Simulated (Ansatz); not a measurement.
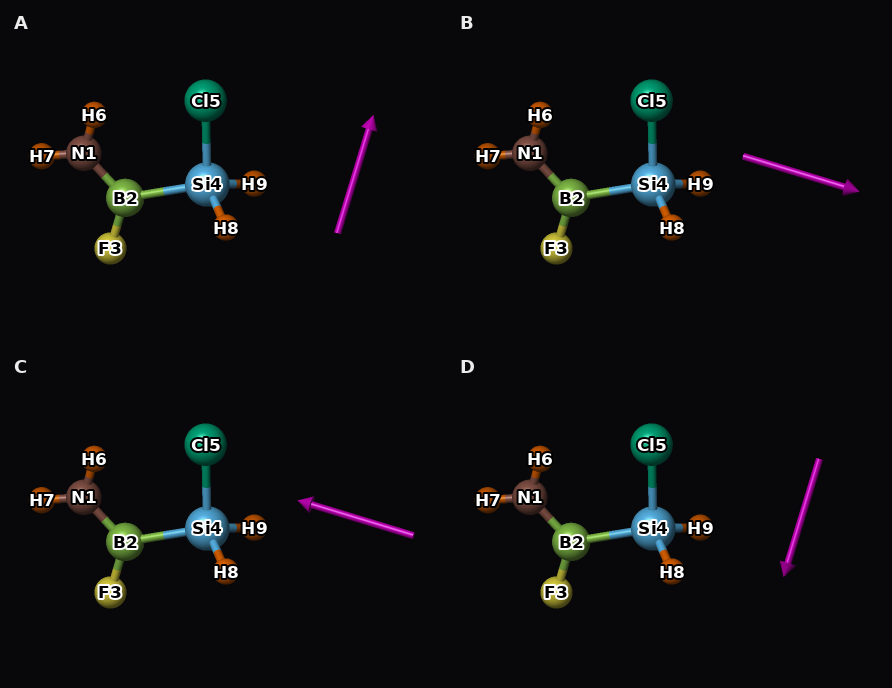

The same molecule four times, each with an arrow. Computed geometry: PBE-D4/def2-SVP optimisation. No frequency run is at hand to confirm it as a minimum. Method: RKS PBE-D4/def2-SVP (Ansatz 0.2.0).

Question: Which arrow points along the dipole moment, from the negative to the positive end?

Answer: C. The dipole moment is 1.97 D; it points from the side of H8, H9 to the side of H7 (the outermost atoms at the two ends).
